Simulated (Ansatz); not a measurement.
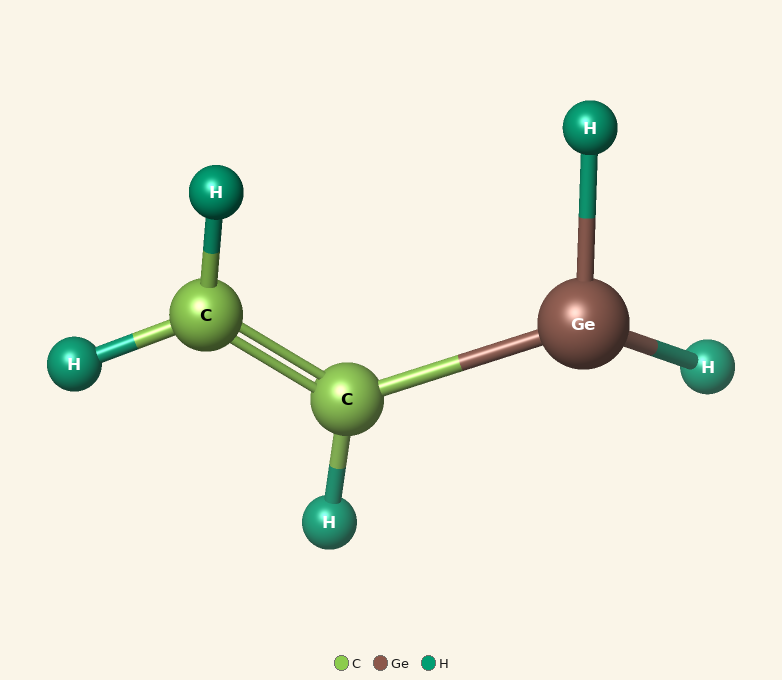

Ball-and-stick drawing of a structure. Multiple sticks mark multiple bonds (one Kekulé form).

The species is neutral and a spin doublet.

**What is the molecular formula?**

C₂H₅Ge, 8 atoms: 2 carbon, 5 hydrogen and 1 germanium.

**How many sets of symmetry-equivalent atoms are there?**

8: 1 C, 1 C, 1 Ge, 1 H, 1 H, 1 H, 1 H, 1 H.

**Which point group does it belong to?**

C1.

The parts below concern this one geometry. Atoms keep their numbers from picture to picture. The computed structure is the end point of a PBE0-D4/def2-TZVP optimisation.

### Geometry

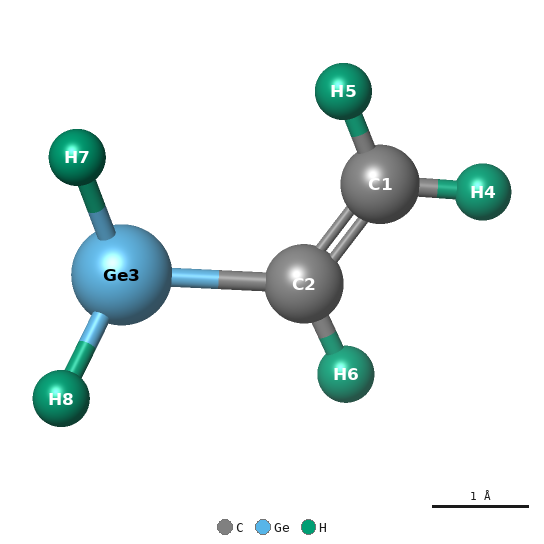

Numbered structure.

Give the bond lengths.

```
  bond  length (Å)
 C1–C2       1.334
 C1–H4       1.086
 C1–H5       1.086
C2–Ge3       1.920
 C2–H6       1.088
Ge3–H7       1.542
Ge3–H8       1.541
```

### Electronic properties

Method: UKS PBE0-D4/def2-SVP (Ansatz 0.2.0).

**Estimate the HOMO energy (Kohn–Sham orbital).**

−5.69 eV.

**Estimate the ⟨S²⟩ of the determinant.**

0.760.

**What is the dispersion correction?**

−11.1 kJ/mol.

### Vibrations

Harmonic vibrations computed with UKS PBE0-D4/def2-TZVP (Ansatz 0.2.0) at a stationary point of the same level.

**How many vibrational modes are there, and where do they lie?**

18 modes: 180, 256, 436, 524, 602, 649, 834, 968, 1013, 1026, 1281, 1423, 1622, 2106, 2138, 3132, 3157, 3217 cm⁻¹.

### Charges

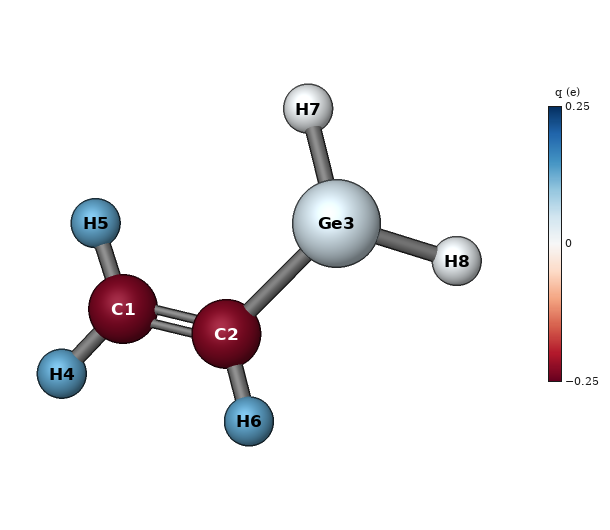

Atoms are coloured by their Mulliken charges. Properties computed with UKS PBE0-D4/def2-TZVP (Ansatz 0.2.0).

List the Mulliken charges.

```json
{"atom": "C1", "value (e)": "−0.23"}
{"atom": "C2", "value (e)": "−0.23"}
{"atom": "Ge3", "value (e)": "0.04"}
{"atom": "H4", "value (e)": "0.13"}
{"atom": "H5", "value (e)": "0.13"}
{"atom": "H6", "value (e)": "0.13"}
{"atom": "H7", "value (e)": "0.01"}
{"atom": "H8", "value (e)": "0.02"}
```

Mulliken values depend strongly on the basis set and can even reverse the polarity of a bond.
